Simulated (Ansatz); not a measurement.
MoSe

```yaml
crystal:
  lattice:
    - [4.00507, 0.00000, 0.00000]
    - [-2.00254, 3.46850, 0.00000]
    - [0.00000, 0.00000, 6.81914]
  atoms:
    - { symbol: Mo, position: [0.00000, 0.00000, 0.00000] }
    - { symbol: Mo, position: [0.00000, 0.00000, 0.50000] }
    - { symbol: Se, position: [0.33333, 0.66667, 0.25000] }
    - { symbol: Se, position: [0.66667, 0.33333, 0.75000] }
```

Space group P6₃/mmc; started from the nickel arsenide prototype, which need not be the ambient phase; Hubbard U of 4.38 eV on Mo d only; spin-polarised.

Computed with Ansatz, DFT r2SCAN+U, scalar-relativistic, plane waves, PAW.

Core electrons are frozen (PAW), and the valence fields are smoothed inside the atomic spheres.

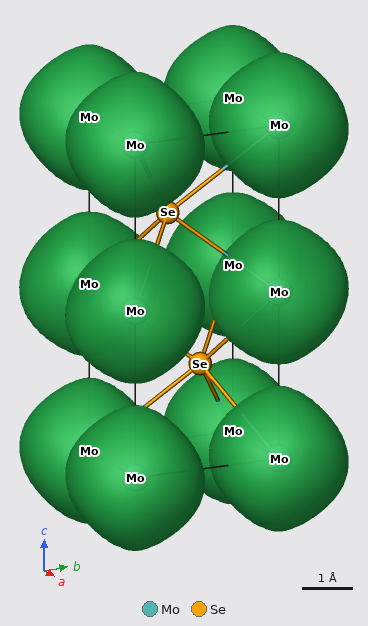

Figure 1. Isosurface of the spin density (up minus down) at +0.08 e/Å³ (green), seen slightly off an axis. Sticks mark near contacts.

Question: Describe the spin distribution.

Answer: The spin density sits on Mo: +3.5 μB (×2) in one cell of 4 atoms, with smaller moments on other sites: Se (up to −0.24 μB): parallel main moments (a ferromagnetic arrangement) in this solution. The cell of the calculation (4 atoms) carries 8.0 μB of net spin moment.

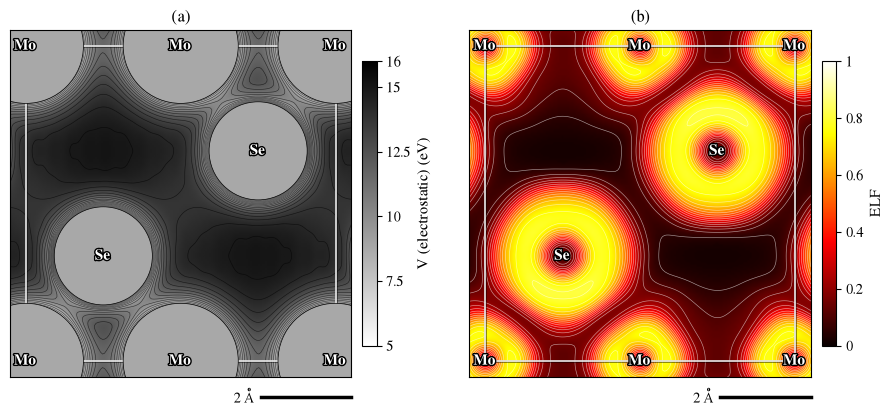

Figure 2. (a) electrostatic potential energy of an electron; (b) ELF on the (110) plane of the conventional cell. Grey discs cover the atomic cores in the potential map.

Question: Interpret the plot.

Answer: Atoms in the plane: Mo and Se.
Mo–Se (2.87 Å): the ELF is about 0.35 at the midpoint and 0.15 at its lowest between the atoms.
The features right at Mo lie inside the PAW spheres, where the map follows smoothed inner orbitals and isn't to be read closely.
Outside the cores the potential energy rises away from the atoms and is highest about 2.3 Å from the nearest atoms; its zero is arbitrary.

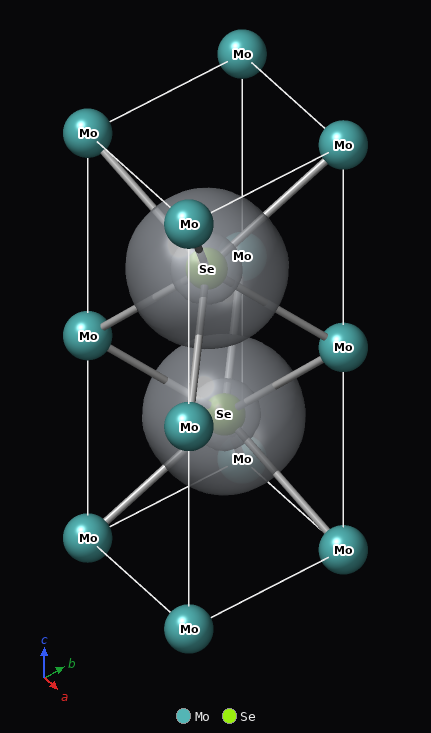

Figure 3. Isosurface of the electron localisation function at 0.65 (grey), seen at an oblique angle. Core shells and regions of very low density are left out. Sticks mark near contacts.

Question: Identify the bonds, lone pairs and shells in this picture.

Answer: The ELF exceeds this value in two regions wrapped around Se (the valence shell of each), counted in one cell of 4 atoms. Any copies at cell faces, edges or corners count once.

Question: Does the calculation give a band gap?

Answer: It is gapless in this calculation (a metal or semimetal); semilocal functionals without U, or without the true magnetic order, often close the gap of such compounds.
